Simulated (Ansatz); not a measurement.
**Al₂HCl (singlet): one geometry, many settings**

Aim: run Al₂HCl (singlet) at one geometry under a spread of methods and options, and see what each costs and gives.

Program: Ansatz 0.2.0, Gaussian basis. Level of theory: the settings change from run to run. These are calculated values, not measurements.

14 further runs of the same task are left out: 3 that didn't finish, 11 set aside as unsound or not needed.

### 1 What is computed

The geometry is a PBE0/def2-TZVP stationary point (not a proven minimum) of the parent state, kept for this charge and spin.

4 atoms, charge 0, spin multiplicity 1.

Atoms are counted from 1 here; the program's logs count them from 0.

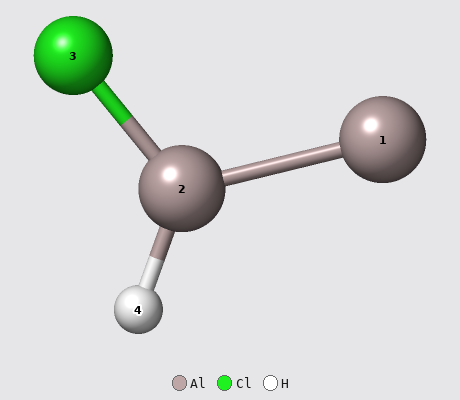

The structure; aluminium light grey, chlorine green, hydrogen white; atoms are numbered from 1 in the order of the file.

### 2 CISDT/STO-3G

Input file in.yaml:

```yaml
crystal:
  periodic: [false, false, false]
  atoms:
    - {symbol: Al, position_ang: [0.000000, -0.394814, 2.233308]}
    - {symbol: Al, position_ang: [0.000000, 0.833312, 0.009660]}
    - {symbol: Cl, position_ang: [0.000000, -0.402256, -1.703598]}
    - {symbol: H, position_ang: [0.000000, 2.410685, -0.120119]}
basis:
  gaussian: {orbitals: STO-3G}
correlation: {active_space: {ras: {orbitals: [7, 0, 6], electrons: 14, max_holes: 3, max_particles: 3}, fixed_orbitals: true}}
scf: {lower_state_search: light}
```

Launch:

```console
$ ansatz run in.yaml --threads 1 --pin off --events-out ev --progress --plain --max-ram 2393MiB
```

What it wrote:

```text
Functional definition: HF
  name "HF"
  cite "Fock, Z. Phys. 61, 126 (1930) doi:10.1007/BF01340294"
  parent pbe
  exchange = exact_x
  correlation = 0
292 factors; integrals over basis functions are off by at most 1.5e-4 eV
mean field evaluation 1: about -25391.2680 eV, gradient 1.6e1 eV
mean field evaluation 2: about -25391.2843 eV, gradient 1.6e1 eV
mean field evaluation 4: about -25393.3956 eV, gradient 9.8e-1 eV
mean field evaluation 8: about -25393.4032 eV, gradient 2.1e-6 eV
mean field -25393.40318011 eV, -933.1903546020 hartree, gradient 8.9e-7 eV, S^2 0.000000; 0 other end points of the search recorded, 0 dependent functions left out
reference -25393.40318011 eV, -933.1903546020 hartree; 22, 22 occupied and 6, 6 virtual orbitals, 292 factors
state -25395.34328483 eV, -933.2616521356 hartree
Total energy: -25395.34328483 eV, -933.2616521356 hartree
```

It took 0.78 s on 1 thread of Arm Neoverse N1, shared host.

From the report: 15,111 determinants.

### 3 CCSD on RHF/cc-pVDZ

in.yaml, as its differences from that of step 2:

```diff
@@ -8,4 +8,4 @@
 basis:
-  gaussian: {orbitals: STO-3G}
-correlation: {active_space: {ras: {orbitals: [7, 0, 6], electrons: 14, max_holes: 3, max_particles: 3}, fixed_orbitals: true}}
-scf: {lower_state_search: light}
+  gaussian: {orbitals: cc-pVDZ}
+magnetization: {spin_polarized: false}
+correlation: {method: ccsd, electrons: outside_noble_gas}
```

The command is unchanged.

What it wrote (excerpt; [...] marks lines left out):

```text
Functional definition: HF
  name "HF"
  cite "Fock, Z. Phys. 61, 126 (1930) doi:10.1007/BF01340294"
  parent pbe
[...]
600 factors; integrals over basis functions are off by at most 8.8e-4 eV
[...]
mean field -25685.98430519 eV, -943.9425126304 hartree, gradient 2.6e-6 eV, S^2 0.000000; 3 other end points of the search recorded, 0 dependent functions left out; unrestricted orbitals would lower it
determinant -25685.98430519 eV, -943.9425126304 hartree, with singles and doubles -25693.47727437 eV, -944.2178741688 hartree
determinant -25683.11118722 eV, -943.8369274922 hartree, with singles and doubles -25690.83443560 eV, -944.1207516354 hartree
15 core orbitals not correlated: weight in the atoms' cores, before any rotation towards them, 1.000 or more for the frozen orbitals, at most 0.000 for the correlated occupied ones
reference -25685.98430519 eV, -943.9425126304 hartree; 7, 7 occupied and 37, 37 virtual orbitals, 600 factors
second order -6.34706031 eV of doubles, -0.00000000 eV of singles
cycle   1  -7.49340250 eV  change   -4.3e-4 eV  update   1.6e-3
[...]
cycle   7  -7.49372993 eV  change   -1.4e-5 eV  update   1.4e-5
Total energy: -25693.47803513 eV, -944.2179021260 hartree
```

Wall time 3.5 s (1 thread of Arm Neoverse N1, shared host).

From the report: correlation -7.4937 eV; T1 0.014; largest double amplitude 0.09.

### 4 HF/STO-3G

in.yaml, as its differences from that of step 3:

```diff
@@ -8,4 +8,6 @@
 basis:
-  gaussian: {orbitals: cc-pVDZ}
-magnetization: {spin_polarized: false}
-correlation: {method: ccsd, electrons: outside_noble_gas}
+  gaussian: {orbitals: STO-3G}
+magnetization: {spin_polarized: true, initial_magnetization: 0}
+hamiltonian: {xc: hf, pseudopotentials: {relativity: none}}
+accuracy: high
+output: {forces: true, orbitals: {seedname: orbitals}}
```

The command is unchanged.

What it wrote (excerpt; [...] marks lines left out):

```text
Functional definition: HF
  name "HF"
  cite "Fock, Z. Phys. 61, 126 (1930) doi:10.1007/BF01340294"
  parent pbe
[...]
499 factors; integrals over basis functions are off by at most 1.3e-8 eV
[...]
mean field -25393.40321805 eV, -933.1903559964 hartree, gradient 2.6e-8 eV, S^2 0.000000; 0 other end points of the search recorded, 0 dependent functions left out
[...]
reference -25393.40321805 eV, -933.1903559964 hartree; 22, 22 occupied and 6, 6 virtual orbitals, 499 factors
Total energy: -25393.40321805 eV, -933.1903559964 hartree
Atom 0 at     0.000000    -0.394814     2.233308 Å, force    -0.000000     0.387268    -0.820573 eV/Å
Atom 1 at     0.000000     0.833312     0.009660 Å, force     0.000000     1.168926     2.303811 eV/Å
Atom 2 at     0.000000    -0.402256    -1.703598 Å, force     0.000000     0.250764    -0.710246 eV/Å
Atom 3 at     0.000000     2.410685    -0.120119 Å, force    -0.000000    -1.806958    -0.772992 eV/Å
Dipole moment:    -0.000000     0.074043     1.143482 e Å
```

Run time: 0.96 s. Hardware: 1 thread of Arm Neoverse N1, shared host.

From the report: ⟨S²⟩ of the determinant 0.000 (pure singlet: 0.00).

### 5 CCSD on UHF/cc-pVDZ

in.yaml, as its differences from that of step 4:

```diff
@@ -8,6 +8,5 @@
 basis:
-  gaussian: {orbitals: STO-3G}
+  gaussian: {orbitals: cc-pVDZ}
 magnetization: {spin_polarized: true, initial_magnetization: 0}
-hamiltonian: {xc: hf, pseudopotentials: {relativity: none}}
-accuracy: high
-output: {forces: true, orbitals: {seedname: orbitals}}
+correlation: {method: ccsd, electrons: outside_noble_gas}
+output: {forces: true}
```

Same command.

What it wrote (excerpt; [...] marks lines left out):

```text
Functional definition: HF
  name "HF"
  cite "Fock, Z. Phys. 61, 126 (1930) doi:10.1007/BF01340294"
  parent pbe
[...]
600 factors; integrals over basis functions are off by at most 8.8e-4 eV
[...]
mean field -25686.24373185 eV, -943.9520463842 hartree, gradient 6.7e-6 eV, S^2 0.741847; 17 other end points of the search recorded, 0 dependent functions left out
determinant -25686.24373185 eV, -943.9520463842 hartree, with singles and doubles -25693.37867949 eV, -944.2142508738 hartree
determinant -25686.09158617 eV, -943.9464551335 hartree, with singles and doubles -25693.42155955 eV, -944.2158266868 hartree
determinant -25685.66627459 eV, -943.9308252212 hartree, with singles and doubles -25692.72163723 eV, -944.1901050159 hartree
determinant -25685.16441024 eV, -943.9123820464 hartree, with singles and doubles -25692.21723099 eV, -944.1715684285 hartree
[...]
15 core orbitals not correlated: weight in the atoms' cores, before any rotation towards them, 1.000 or more for the frozen orbitals, at most 0.000 for the correlated occupied ones
reference -25686.09158617 eV, -943.9464551335 hartree; 7, 7 occupied and 37, 37 virtual orbitals, 600 factors
second order -6.08675580 eV of doubles, -0.00000000 eV of singles
cycle   1  -7.37873706 eV  change    2.0e-6 eV  update   3.4e-6
[...]
cycle   3  -7.37873529 eV  change    6.3e-7 eV  update   1.4e-6
[...]
Total energy: -25693.47032146 eV, -944.2176186540 hartree
Atom 0 at     0.000000    -0.394814     2.233308 Å, force    -0.000000    -0.804324     1.364196 eV/Å
Atom 1 at     0.000000     0.833312     0.009660 Å, force     0.000000     0.863008    -0.156371 eV/Å
Atom 2 at     0.000000    -0.402256    -1.703598 Å, force    -0.000000    -0.325896    -0.823241 eV/Å
Atom 3 at     0.000000     2.410685    -0.120119 Å, force     0.000000     0.267212    -0.384584 eV/Å
Dipole moment:     0.000000     0.122274     0.277473 e Å
```

Wall time 41 s (1 thread of Arm Neoverse N1, shared host).

From the report: ⟨S²⟩ of the determinant 0.476 (pure singlet: 0.00); correlation -7.3787 eV; T1 0.085; largest double amplitude 0.10.

### 6 CCSD(T)/def2-mTZVP

in.yaml, as its differences from that of step 5:

```diff
@@ -8,5 +8,6 @@
 basis:
-  gaussian: {orbitals: cc-pVDZ}
+  gaussian: {orbitals: def2-mTZVP}
 magnetization: {spin_polarized: true, initial_magnetization: 0}
-correlation: {method: ccsd, electrons: outside_noble_gas}
+hamiltonian: {xc: {name: PBE}}
+correlation: {method: ccsd_t, electrons: outside_noble_gas}
 output: {forces: true}
```

Launched as before.

What it wrote (excerpt; [...] marks lines left out):

```text
Functional definition: PBE
  name "PBE"
  cite "Perdew, Burke & Ernzerhof, Phys. Rev. Lett. 77, 3865 (1996) doi:10.1103/PhysRevLett.77.3865"
  parent pbe
[...]
606 factors; integrals over basis functions are off by at most 1.2e-3 eV
[...]
mean field -25720.59224151 eV, -945.2143308318 hartree, gradient 1.1e-6 eV, S^2 0.317551; 12 other end points of the search recorded, 0 dependent functions left out
15 core orbitals not correlated: weight in the atoms' cores, before any rotation towards them, 1.000 or more for the frozen orbitals, at most 0.000 for the correlated occupied ones
reference -25685.44963727 eV, -943.9228639466 hartree; 7, 7 occupied and 47, 47 virtual orbitals, 606 factors
second order -6.22593583 eV of doubles, -0.34993563 eV of singles
cycle   1  -7.00204617 eV  change   -4.3e-1 eV  update   7.7e-2
[...]
cycle  23  -7.35307958 eV  change    3.0e-7 eV  update   2.4e-7
perturbative correction -0.18151209 eV, -0.0066704462 hartree
[...]
Total energy: -25692.98422894 eV, -944.1997550834 hartree
Atom 0 at     0.000000    -0.394814     2.233308 Å, force     0.000000    -0.657628     1.116202 eV/Å
Atom 1 at     0.000000     0.833312     0.009660 Å, force    -0.000000     0.392178    -0.164972 eV/Å
Atom 2 at     0.000000    -0.402256    -1.703598 Å, force     0.000000    -0.137067    -0.565792 eV/Å
Atom 3 at     0.000000     2.410685    -0.120119 Å, force     0.000000     0.402518    -0.385438 eV/Å
Dipole moment:    -0.000000     0.110556     0.418845 e Å
```

It took 55 s on 1 thread of Arm Neoverse N1, shared host; peak memory 0.3 GiB.

From the report: ⟨S²⟩ of the determinant 0.318 (pure singlet: 0.00); correlation -7.5346 eV; T1 0.067; largest double amplitude 0.10. The orbitals are Kohn-Sham ones, so correlation energy and T1 don't compare with those on Hartree-Fock orbitals.

### 7 BCCD on UHF/cc-pVDZ

in.yaml, as its differences from that of step 6:

```diff
@@ -8,6 +8,4 @@
 basis:
-  gaussian: {orbitals: def2-mTZVP}
+  gaussian: {orbitals: cc-pVDZ}
 magnetization: {spin_polarized: true, initial_magnetization: 0}
-hamiltonian: {xc: {name: PBE}}
-correlation: {method: ccsd_t, electrons: outside_noble_gas}
-output: {forces: true}
+correlation: {method: bccd, electrons: outside_noble_gas, diis_vectors: 12}
```

Same command.

What it wrote (excerpt; [...] marks lines left out):

```text
Functional definition: HF
  name "HF"
  cite "Fock, Z. Phys. 61, 126 (1930) doi:10.1007/BF01340294"
  parent pbe
[...]
600 factors; integrals over basis functions are off by at most 8.8e-4 eV
[...]
mean field -25686.24373185 eV, -943.9520463842 hartree, gradient 6.7e-6 eV, S^2 0.741847; 17 other end points of the search recorded, 0 dependent functions left out
determinant -25686.24373185 eV, -943.9520463842 hartree, with singles and doubles -25693.37867949 eV, -944.2142508738 hartree
determinant -25686.09158617 eV, -943.9464551335 hartree, with singles and doubles -25693.42155955 eV, -944.2158266868 hartree
determinant -25685.66627459 eV, -943.9308252212 hartree, with singles and doubles -25692.72163723 eV, -944.1901050159 hartree
determinant -25685.16441024 eV, -943.9123820464 hartree, with singles and doubles -25692.21723099 eV, -944.1715684285 hartree
determinant -25683.74813384 eV, -943.8603348488 hartree, with singles and doubles -25690.87291844 eV, -944.1221658537 hartree
determinant -25683.11118721 eV, -943.8369274921 hartree, with singles and doubles -25690.83458298 eV, -944.1207570513 hartree
determinant -25686.24373185 eV, -943.9520463842 hartree, with singles and doubles -25693.45730977 eV, -944.2171404832 hartree
determinant -25686.09158617 eV, -943.9464551335 hartree, with singles and doubles -25693.47032518 eV, -944.2176187908 hartree
[...]
15 core orbitals not correlated: weight in the atoms' cores, before any rotation towards them, 1.000 or more for the frozen orbitals, at most 0.000 for the correlated occupied ones
reference -25686.09158617 eV, -943.9464551335 hartree; 7, 7 occupied and 37, 37 virtual orbitals, 600 factors
second order -6.08675580 eV of doubles, -0.00000000 eV of singles
cycle   1  -7.47694064 eV  change   -9.8e-2 eV  update   5.0e-2
[...]
cycle  14  -7.37988167 eV  change   -2.1e-6 eV  update   1.0e-5
Total energy: -25693.47146784 eV, -944.2176607825 hartree
```

Run time: 36 s. Hardware: 1 thread of Arm Neoverse N1, shared host.

From the report: ⟨S²⟩ of the determinant 0.476 (pure singlet: 0.00); correlation -7.3799 eV; largest double amplitude 0.09.

### 8 The runs in one table

Where basis and cores are those of an earlier RCCSDT(Q)/cc-pVDZ run (-25693.6944 eV), and the state is the same kind, the miss against it is given.

```csv
level,correlated,functions,energy (eV),from RCCSDT(Q) (meV),time
CISDT/STO-3G,outside noble gas,28,-25395.3433,,0.78 s
CCSD on RHF/cc-pVDZ,outside noble gas,59,-25693.4780,216.3,3.5 s
HF/STO-3G,,28,-25393.4032,,0.96 s
CCSD on UHF/cc-pVDZ,outside noble gas,59,-25693.4703,224.0,41 s
CCSD(T)/def2-mTZVP (on PBE orbitals),outside noble gas,69,-25692.9842,,55 s
BCCD on UHF/cc-pVDZ,outside noble gas,59,-25693.4715,222.9,36 s
```

### 9 Outcome

| quantity | value |
| --- | --- |
| runs | 6 |
| quickest | CISDT/STO-3G, 0.78 s |
| slowest | CCSD(T)/def2-mTZVP (on PBE orbitals), 55 s |

What this shows: Total energies in different bases, with other cores or another treatment of relativity can't be set against each other. CCSD(T)/def2-mTZVP (on PBE orbitals) took 71 times as long as CISDT/STO-3G; the jobs differ in more than the method. Among the correlated runs with a miss given, it spans +216 to +224 meV.
